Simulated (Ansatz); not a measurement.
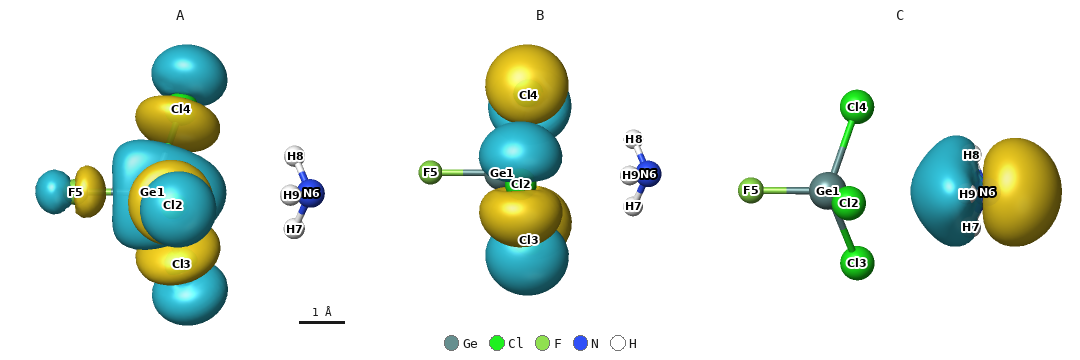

Cl₃FGe···NH₃. Three frontier orbitals at ±0.1 Å⁻³ᐟ² (yellow and cyan are the two phases), in no order.

All numbers below come from RKS PBE-D4/def2-SVP in Ansatz.

```yaml
atoms:
  - { symbol: Ge, position_ang: [-0.1465, -0.2939, -0.0409] }
  - { symbol: Cl, position_ang: [-0.3447, -0.4635, 2.0857] }
  - { symbol: Cl, position_ang: [1.8890, -0.4609, -0.6887] }
  - { symbol: Cl, position_ang: [-1.1108, 1.4555, -0.8155] }
  - { symbol: F, position_ang: [-0.9876, -1.6556, -0.7190] }
  - { symbol: N, position_ang: [1.5930, 2.5213, 1.3666] }
  - { symbol: H, position_ang: [2.2206, 1.8721, 0.8755] }
  - { symbol: H, position_ang: [0.8780, 2.8004, 0.6829] }
  - { symbol: H, position_ang: [1.1051, 1.9637, 2.0790] }
```

**Order the three orbitals by energy and name them.**

B is the HOMO−1 (−8.38 eV). By Hirshfeld shares it lies mainly on Cl2 (about 30 %), Cl3 (about 30 %) and Cl4 (about 30 %); largely a combination of lone pairs on Cl2, Cl3 and Cl4. C is the HOMO (−5.74 eV). It lies mainly on N6 (about 80 %); largely a lone pair of N6. A is the LUMO (−3.52 eV). Its weight (Hirshfeld) is mainly on Ge1 (about 30 %), Cl2 (about 20 %), Cl3 (about 20 %), Cl4 (about 20 %) and F5 (about 5 %).

**What is the HOMO–LUMO gap?**

2.22 eV between the orbital energies.
